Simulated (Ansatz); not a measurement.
**AlF₂HO + H₂S: a complex and its separated parts**

The complex below is one end of an elementary step. How strongly is it bound against its free parts?

Computed with Ansatz 0.2.0, Gaussian basis. Level: PBE0-D4/def2-TZVP structures, single points in def2-TZVPP, no counterpoise correction.

Levels: SPW92, PBE-D4, BLYP-D4, r2SCAN-D4, B97M-V, PBE0-D4, B3LYP-D4, r2SCAN0-D4, BHLYP-D4, CAM-B3LYP-D4, wB97X-V, wB97M-V, B2PLYP, PBE-QIDH, RPA on PBE, Hartree-Fock, MP2, CCSD, CCSD(T).

Cores are frozen in the correlated methods. B3LYP uses VWN-RPA correlation. B2PLYP carries no dispersion term here.

21 further runs of the same task are left out: 21 set aside as unsound or not needed.

### 1 Where the work starts

The complex: 8 atoms, charge 0, spin multiplicity 1.

Atoms are counted from 1 here; the program's logs count them from 0.

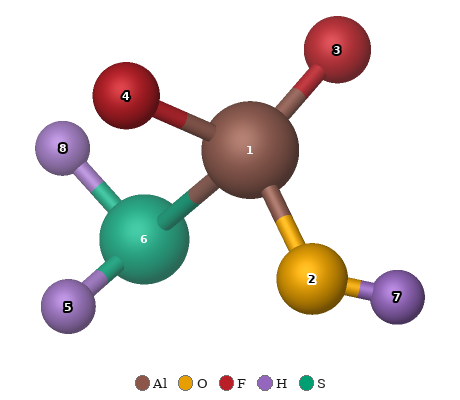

As it starts; aluminium brown, oxygen amber, fluorine red, hydrogen purple, sulfur teal; atoms are numbered from 1 in the order of the file.

As a file:

```tsv
atom	x (Å)	y (Å)	z (Å)
Al1	-0.1599	0.7216	-0.3676
O2	1.4460	0.6785	-0.9112
F3	-1.4134	0.6430	-1.4464
F4	-0.4519	1.5286	1.0477
H5	0.5936	-1.3306	1.5208
S6	-0.3362	-1.5663	0.5781
H7	1.6739	0.6111	-1.8359
H8	-1.3519	-1.2860	1.4146
```

Its parts: AlF₂HO holds atoms 1, 2, 3, 4, 7; H₂S holds atoms 5, 6, 8. Each part counts its atoms afresh in its own runs.

### 2 Relaxing AlF₂HO alone

relax-a/in.yaml reads:

```yaml
crystal:
  periodic: [false, false, false]
  atoms:
    - {symbol: Al, position_ang: [-0.159949, 0.721577, -0.367646]}
    - {symbol: O, position_ang: [1.445996, 0.678475, -0.911174]}
    - {symbol: F, position_ang: [-1.413375, 0.643049, -1.446377]}
    - {symbol: F, position_ang: [-0.451881, 1.528624, 1.047712]}
    - {symbol: H, position_ang: [1.673905, 0.611078, -1.835925]}
basis:
  gaussian: {orbitals: def2-TZVP}
hamiltonian: {xc: pbe0, dispersion: d4}
relax: {f_tol: 0.005, max_steps: 200}
```

The command line of these runs was not kept.

Further steps of the session: Relaxing H₂S alone; wB97M-V/def2-TZVPP; CCSD(T)/def2-TZVPP; Vibrations of AlF₂HO; Vibrations of H₂S.

What does the calculation give? Wanted: complex less parts, CCSD(T)/def2-TZVPP; with zero-point energy; largest T1 diagnostic.

**Answer**, as computed:

| quantity | value |
| --- | --- |
| complex less parts, CCSD(T)/def2-TZVPP | -68.3 kJ/mol |
| with zero-point energy | -60.8 kJ/mol |
| largest T1 diagnostic | 0.013 |

What this shows: At CCSD(T) the complex lies 68.3 kJ/mol below its parts. The functionals run from BLYP-D4, off by +0.8 kJ/mol, to SPW92, off by -26.5 kJ/mol, against CCSD(T). Mean unsigned error by rung: LDA 26.5, GGA 4.4, meta-GGA 6.4, hybrid 7.2, range-separated hybrid 5.4, double hybrid 4.9 kJ/mol. PBE-D4 gives a relative energy 8.0 kJ/mol too low, outside chemical accuracy (1 kcal/mol, 4.2 kJ/mol). No counterpoise was applied, and triple zeta lacks some correlation, so the CCSD(T) reference has a basis error of its own, and close matches with it are partly luck.
